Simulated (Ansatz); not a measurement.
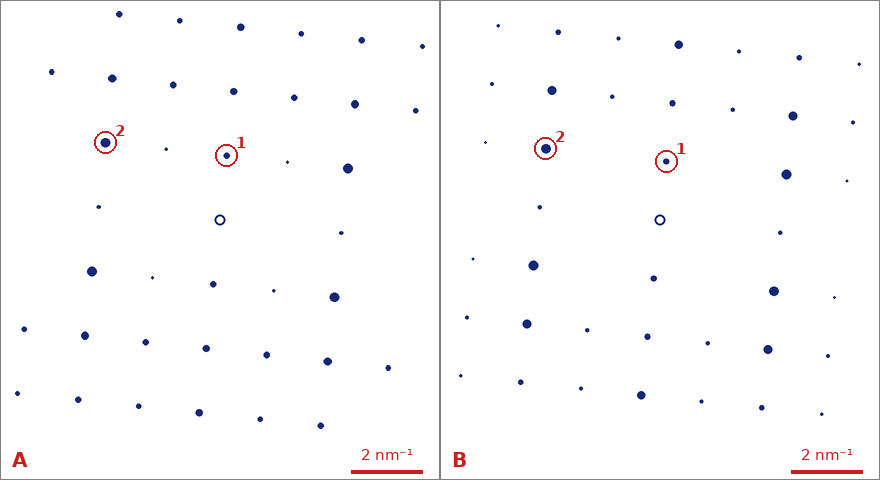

Kinematic electron diffraction patterns (200 kV, B = 0.5 Å², same scale) along [010] of the run's own cell, for the start and the end of one relaxation of CaSbPt3 with Ansatz 0.2.0, DFT, PAW plane waves, r2scan. k mesh 6×6×6. The start is a generated model structure, and the relaxation ends in the nearest stationary point of its symmetry, not necessarily the ground state. Spot 1 is 0 0 -1 and spot 2 is -2 0 -1 in both.

Start structure:

```
CELL_PARAMETERS angstrom
5.76158 0.00000 0.00000
0.00000 5.76158 0.00000
0.00000 0.00000 5.43696
ATOMIC_POSITIONS crystal
Pt 0.00000 0.50000 0.14510
Pt 0.50000 0.00000 0.85490
Pt 0.25000 0.25000 0.50000
Pt 0.25000 0.75000 0.50000
Pt 0.75000 0.75000 0.50000
Pt 0.75000 0.25000 0.50000
Ca 0.00000 0.00000 0.00000
Ca 0.50000 0.50000 0.00000
Sb 0.00000 0.50000 0.72110
Sb 0.50000 0.00000 0.27890
```

### Which pattern belongs to the start structure, and which to the relaxed one?

A is the start: its cell gives d(1) = 5.437 Å, d(2) = 2.546 Å and an angle of 62.1°. B is the relaxed structure, with d(1) = 5.987 Å (+10.1 %), d(2) = 2.611 Å (+2.6 %) and 64.1°.

### Name reflections whose intensity changes strongly on relaxation.

1 0 2 goes from 18 to 3.4 % of the strongest spot; 0 0 3 goes from 29 to 58 % of the strongest spot; 0 0 2 goes from 26 to 13 % of the strongest spot.

### Summarise the relaxation behind the change.

The volume changed by +11.8 % to 20.17 Å³ an atom; with the mean shift removed, the atoms moved by up to 0.28 Å relative to the cell (Sb most); the space group stayed P4/nmm (No. 129); the free energy fell by 390 meV an atom. Relaxed cell: a = 5.804 Å, b = 5.804 Å, c = 5.987 Å, α = 90.00°, β = 90.00°, γ = 90.00°.
